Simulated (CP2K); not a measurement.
# C2HF (fluoroacetylene): GFN1-xTB

Aim: the energy change on altering one bond length of C2HF (fluoroacetylene) at GFN1-xTB, from 2 runs. 

The calculation is run with CP2K 2026.2.

3 further runs of the same task are left out: 3 that didn't finish.

**1. Starting point**

C2HF: 4 atoms, total charge 0, spin state singlet. As SMILES, `C#CF`. Geometry: relaxed at PBE0-D4/def2-TZVP.

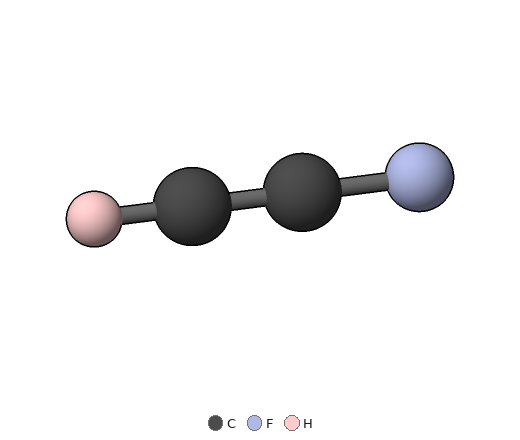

Viewed from a chosen angle; carbon dark grey, fluorine light blue, hydrogen pink.

**2. The energy at GFN1-xTB**

calc.inp

```
&GLOBAL
 PROJECT calc
 RUN_TYPE ENERGY
 PRINT_LEVEL MEDIUM
&END GLOBAL
&FORCE_EVAL
 METHOD Quickstep
 &DFT
  &QS
   METHOD XTB
   EPS_DEFAULT 1.0E-10
   &XTB
    GFN_TYPE TBLITE
    &TBLITE
     METHOD GFN1
    &END TBLITE
    CHECK_ATOMIC_CHARGES F
   &END XTB
  &END QS
  &POISSON
   PERIODIC NONE
   POISSON_SOLVER ANALYTIC
  &END POISSON
  &SCF
   SCF_GUESS ATOMIC
   EPS_SCF 1.0E-07
   MAX_SCF 150
   ADDED_MOS 8
   &DIAGONALIZATION
    ALGORITHM STANDARD
   &END DIAGONALIZATION
   &MIXING
    METHOD DIRECT_P_MIXING
    ALPHA 0.4
   &END MIXING
   &SMEAR ON
    METHOD FERMI_DIRAC
    ELECTRONIC_TEMPERATURE [K] 300
   &END SMEAR
  &END SCF
  &PRINT
   &MOMENTS
    PERIODIC F
    REFERENCE COM
    MAX_MOMENT 1
   &END MOMENTS
   &MO ON
    ENERGIES T
    OCCUPATION_NUMBERS T
    NDIGITS 6
    &EACH
     QS_SCF 0
    &END EACH
    ADD_LAST NUMERIC
   &END MO
   &HIRSHFELD OFF
   &END HIRSHFELD
  &END PRINT
 &END DFT
 &SUBSYS
  ! vacuum box
  &CELL
   ABC 14 14.5 13.6
   PERIODIC NONE
  &END CELL
  &COORD
   C      6.610085     7.739245     6.486575
   C      7.274385     6.905295     7.020605
   F      7.981715     6.017125     7.589095
   H      6.018285     8.482875     6.010905
  &END COORD
 &END SUBSYS
&END FORCE_EVAL
```

Run with:

```sh
$ OMP_NUM_THREADS=1 cp2k.psmp -i calc.inp -o calc.out
```

What it wrote:

```text
CP2K| version string:                                       CP2K version 2026.2
[...]
 GLOBAL| Method name                                                        CP2K
[...]
 GLOBAL| Run type                                                         ENERGY
[...]
                             - Atoms:                                          4
[...]
                             - Spherical basis functions:                     14
[...]
 Number of electrons:                                                         16
[...]
  *** SCF run converged in     9 steps ***
[...]
  Fermi energy:                                                -0.22832088025601
[...]
 TB_DIPOLE| Moment [Debye]         -0.61102448       0.76753841      -0.49105659
 TB_DIPOLE| Derivative [a.u.]       0.00000000       0.00000000       0.00000000
[...]
 ENERGY| Total FORCE_EVAL ( QS ) energy [hartree]             -9.813696880457037
[...]
```

It took 0.2 s on 1 thread of Arm Neoverse V2, shared host.

**3. The distorted shape at the same level**

mol.inp

```
&GLOBAL
  PROJECT_NAME mol
  RUN_TYPE ENERGY
  PRINT_LEVEL MEDIUM
&END GLOBAL

&FORCE_EVAL
  METHOD QUICKSTEP
  &DFT
    &QS
      METHOD XTB
      EPS_DEFAULT 1.0E-10
      &XTB
        GFN_TYPE TBLITE
        &TBLITE
          METHOD GFN1
        &END TBLITE
        CHECK_ATOMIC_CHARGES F
      &END XTB
    &END QS
    &POISSON
      PERIODIC NONE
      POISSON_SOLVER ANALYTIC
    &END POISSON
    &SCF
      SCF_GUESS ATOMIC
      EPS_SCF 1.0E-07
      MAX_SCF 150
      ADDED_MOS 8
      &DIAGONALIZATION
        ALGORITHM STANDARD
      &END DIAGONALIZATION
      &MIXING
        METHOD DIRECT_P_MIXING
        ALPHA 0.4
      &END MIXING
      &SMEAR ON
        METHOD FERMI_DIRAC
        ELECTRONIC_TEMPERATURE [K] 300
      &END SMEAR
    &END SCF
    &PRINT
      &MOMENTS
        PERIODIC F
        REFERENCE COM
        MAX_MOMENT 1
      &END MOMENTS
      &MO ON
        ENERGIES T
        OCCUPATION_NUMBERS T
        NDIGITS 6
        &EACH
          QS_SCF 0
        &END EACH
        ADD_LAST NUMERIC
      &END MO
      &HIRSHFELD OFF
      &END HIRSHFELD
    &END PRINT
  &END DFT
  &SUBSYS
    &CELL
      ABC 14.7 15.4 14.1
      PERIODIC NONE
    &END CELL
    &COORD
      C      7.315168     7.743063     7.021980
      C      7.979468     6.909113     7.556010
      F      8.686798     6.020943     8.124499
      H      6.013202     9.379057     5.975500
    &END COORD
  &END SUBSYS
&END FORCE_EVAL
```

Run with:

```sh
$ OMP_NUM_THREADS=1 cp2k.psmp -i mol.inp > mol.out 2>&1
```

What it wrote:

```text
CP2K| version string:                                       CP2K version 2026.2
[...]
 GLOBAL| Method name                                                        CP2K
[...]
 GLOBAL| Run type                                                         ENERGY
[...]
                             - Atoms:                                          4
[...]
                             - Spherical basis functions:                     14
[...]
 Number of electrons:                                                         16
[...]
  *** SCF run converged in    14 steps ***
[...]
  Fermi energy:                                                -0.42835550761296
[...]
 TB_DIPOLE| Moment [Debye]         -1.08026148       1.35708956      -0.86821971
 TB_DIPOLE| Derivative [a.u.]       0.00000000       0.00000000       0.00000000
[...]
 ENERGY| Total FORCE_EVAL ( QS ) energy [hartree]             -9.617111292413904
[...]
```

It took 0.22 s on 1 thread of Arm Neoverse V2, shared host.

**4. Results**

Level: GFN1-xTB.

| quantity | value |
| --- | --- |
| first shape: total energy | -9.81370 Eh |
| first shape: dipole moment (from atomic charges alone) | 1.10 D |
| first shape: HOMO energy | -12.76 eV |
| first shape: LUMO energy | -5.30 eV |
| first shape: HOMO–LUMO gap | 7.46 eV |
| first shape: dispersion energy | -1.42 kJ/mol |
| distorted shape: total energy | -9.61711 Eh |
| distorted shape: dipole moment (from atomic charges alone) | 1.94 D |
| distorted shape: HOMO energy | -12.43 eV |
| distorted shape: LUMO energy | -10.90 eV |
| distorted shape: HOMO–LUMO gap | 1.54 eV |
| distorted shape: dispersion energy | -1.71 kJ/mol |
| energy change with the C1–H4 bond stretched from 1.063 to 2.338 Å | 5.349 eV |

In words: One bond (distorted shape) is far stretched, which a spin-restricted single reference describes badly. With the C1–H4 bond stretched from 1.063 to 2.338 Å the energy rises by 5.35 eV (516 kJ/mol). The first shape isn't relaxed at this level, so the change isn't measured from a minimum. A restricted reference can't describe the breaking bond well at this length. The dipole (first shape) comes from point charges on the atoms alone, without atomic dipoles, so it is partial. The dipole (distorted shape) comes from point charges on the atoms alone, without atomic dipoles, so it is partial.
